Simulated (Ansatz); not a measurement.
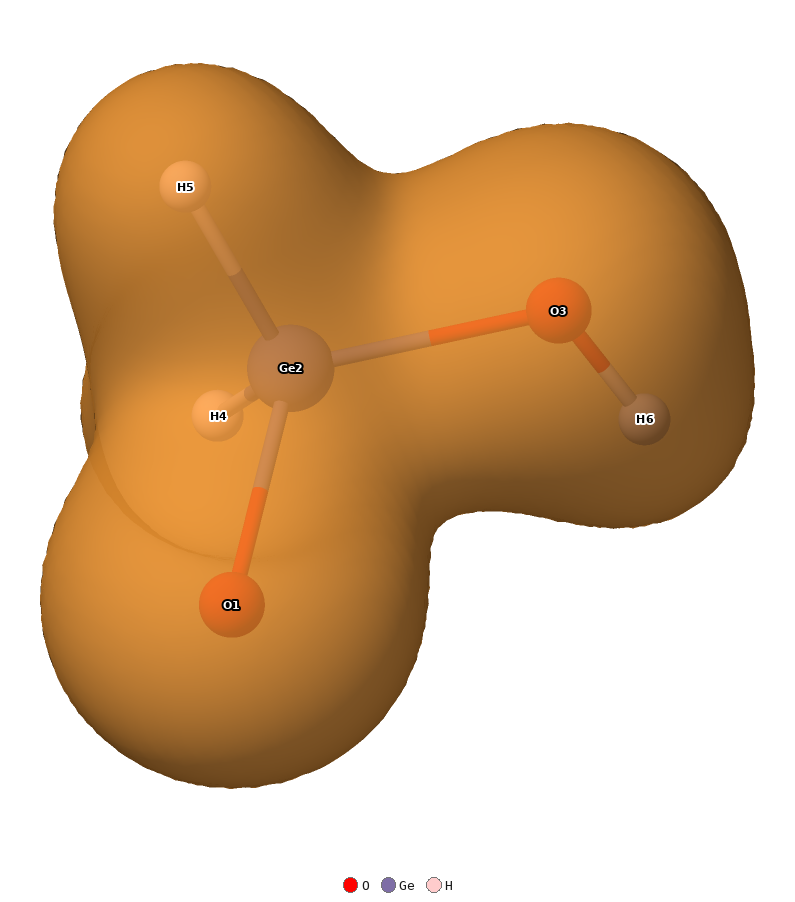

*GeH3O2 (doublet). Isosurface of the total electron density at 0.1 e/Å³ (orange), seen across its widest extent.*

Geometry: PBE0-D4/def2-TZVP.

Theory: Ansatz, UKS PBE0-D4/def2-TZVPP.

```json
{"atom": "O", "x (Å)": "-1.6940", "y (Å)": "-0.4559", "z (Å)": "0.5569"}
{"atom": "Ge", "x (Å)": "-0.2499", "y (Å)": "0.1686", "z (Å)": "-0.2958"}
{"atom": "O", "x (Å)": "1.1863", "y (Å)": "0.1241", "z (Å)": "0.7350"}
{"atom": "H", "x (Å)": "-0.1348", "y (Å)": "-0.7958", "z (Å)": "-1.4898"}
{"atom": "H", "x (Å)": "-0.4473", "y (Å)": "1.6470", "z (Å)": "-0.6289"}
{"atom": "H", "x (Å)": "1.3816", "y (Å)": "-0.7519", "z (Å)": "1.0764"}
```

> How is the density connected at this value?

At this value the surface is in one piece. It bridges the sampled Ge–O (1.77 Å), O–H (0.96 Å) and Ge–H (1.53 Å) contacts, where the density stays above the isovalue. On the grid the lowest density along these lines, outside the cores, is 0.99 e/Å³ (Ge–O, 1.77 Å), 2.5 e/Å³ (O–H, 0.96 Å) and 0.94 e/Å³ (Ge–H, 1.53 Å).
